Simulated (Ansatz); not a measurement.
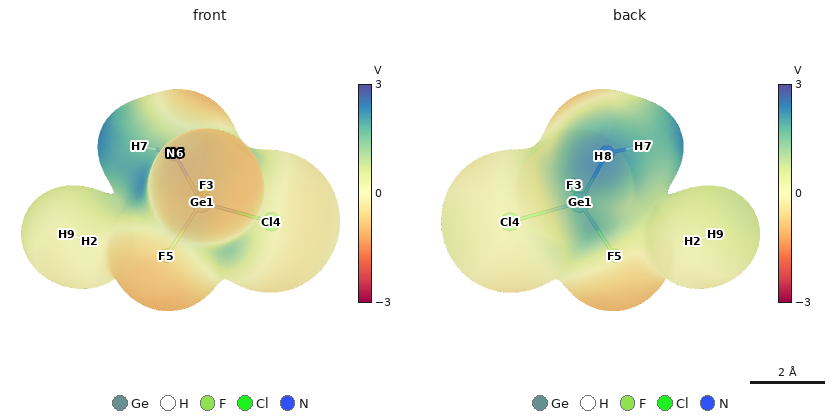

Figure. ClF₂GeH₂N···H₂. The electrostatic potential painted on the density surface at 0.002 e/bohr³, seen from the front and from behind; red is negative and blue positive.

The calculation used RKS r2SCAN/def2-SVP in Ansatz 0.2.0.

Input file:

```
crystal:
  periodic: [false, false, false]
  atoms:
    - { symbol: Ge, position_ang: [0.211776, 0.614883, -0.437102] }
    - { symbol: H, position_ang: [-0.071918, 0.069933, 2.258158] }
    - { symbol: F, position_ang: [1.506738, -0.115448, -1.295784] }
    - { symbol: Cl, position_ang: [-1.239202, 1.425377, -1.759831] }
    - { symbol: F, position_ang: [-0.564319, -0.746404, 0.287403] }
    - { symbol: "N", position_ang: [0.964295, 1.976555, 0.586751] }
    - { symbol: H, position_ang: [1.68493, 1.647624, 1.233056] }
    - { symbol: H, position_ang: [0.263429, 2.522459, 1.087646] }
    - { symbol: H, position_ang: [0.27907, 0.691021, 2.337503] }
basis:
  gaussian: { orbitals: def2-SVP }
hamiltonian:
  xc: r2scan
relax:
  f_tol: 0.03
  max_steps: 50
output:
  orbitals: {}
```

Command:

```sh
ansatz run input.yaml --threads 4 --pin off --max-ram 5120MiB --backend cpu --events-out ev --progress --plain --runs-dir out
```

The fields are those of the run's last geometry, not of the input's.

Describe the electrostatic potential map.

Answer. The most negative region (about −1.0 V, or −23 kcal/mol for a unit charge) lies over F3 and F5, the most positive (about +2.3 V, or +53 kcal/mol for a unit charge) over Ge1, H7 and H8. Cl4 shows a σ-hole: about +0.3 V at the tip opposite its bond, against about −0.1 V on its flanks.
